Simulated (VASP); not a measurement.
Band structure of NbAs₂ (space group C2/m). All values below come from LDA (Ceperley-Alder, Perdew-Zunger), VASP's LDA PAW potentials (set 64) (plane waves; VASP 6.6.1).

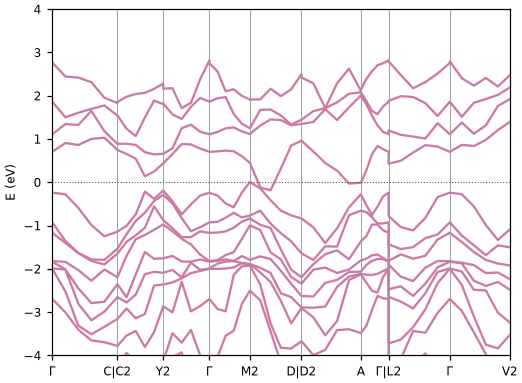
*Bands along high-symmetry lines, zero at the valence-band maximum or, without a gap, the Fermi level*

Read the plot: is there a gap, and where are the band edges?

It has no gap at this level: it comes out as a metal or semimetal.

The structure comes from a measured NbAs2 entry of the Crystallography Open Database, whose conditions weren't checked. The cell was not relaxed at this level. The k-mesh is coarse (spacing up to 0.50 per Å, 2π included), so the numbers may not be converged in it.
